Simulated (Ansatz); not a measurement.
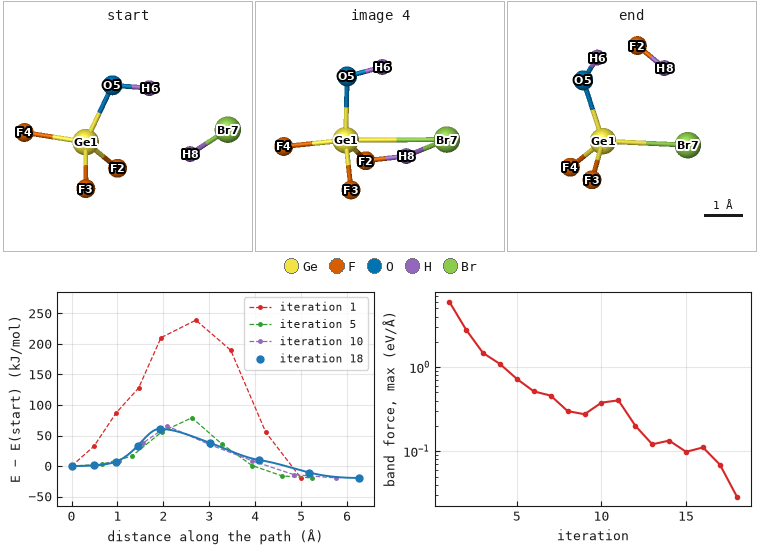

A nudged-elastic-band calculation for GeH2OBrF3. Images are numbered from 0 (start) to 8 (end). The plot follows the band through its iterations. The picture is a ball-and-stick view, seen at a tilt.

Level of theory: RKS PBE-D4/def2-SVP (Ansatz). Run with 7 movable images; climbing image; force threshold 0.05 eV/Å; iteration limit 60; starting path through a guess of the saddle point.

Question: How did the profile develop, and is the result final?

Answer: The result is final at these settings. The band converged in 18 iterations. The largest component of the band force went from 6.1 to 0.029 eV/Å. The climbing image converged on the top of the path. Its vibrational analysis gives one imaginary mode (223i cm⁻¹), as a transition state must have. The first iteration put the highest image at 239.0 kJ/mol. The highest point, image 4, lies 60.9 kJ/mol above the start and 80.4 kJ/mol above the end; the end is at −19.5 kJ/mol relative to the start.

Cost: 3.2 min on 4 threads of Arm Neoverse V1, with other jobs on the host, peak memory 0.23 GiB.
